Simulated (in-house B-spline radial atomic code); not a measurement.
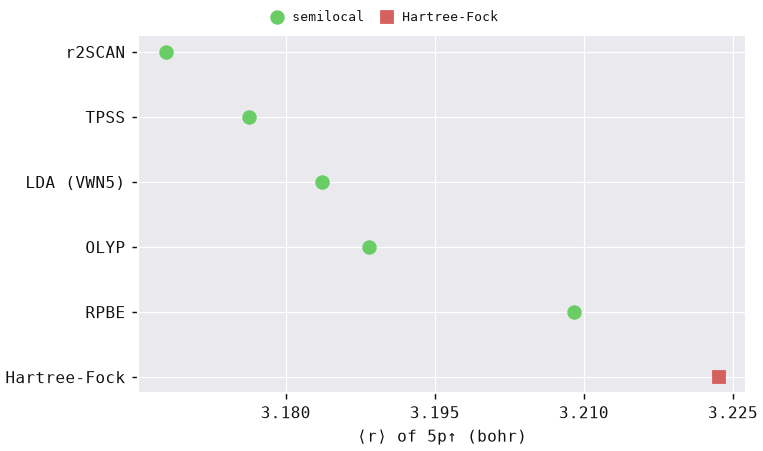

A free Sn atom; electrons: [Kr] 4d10 5s2 5p2 (high spin). All runs are scalar-relativistic, spin-polarised and spherical, computed with an in-house B-spline radial code (spin-free X2C). Hartree-Fock is the average over the configuration. The plot shows the mean radius (bohr) of the 5p up orbital by 6 methods.

Q: Rank the methods.

A: The most compact is r2SCAN (3.168) and the most diffuse Hartree-Fock (3.224), a spread of 1.7 %. In order (bohr): r2SCAN (3.168), TPSS (3.176), LDA (VWN5) (3.184), OLYP (3.188), RPBE (3.209), Hartree-Fock (3.224).
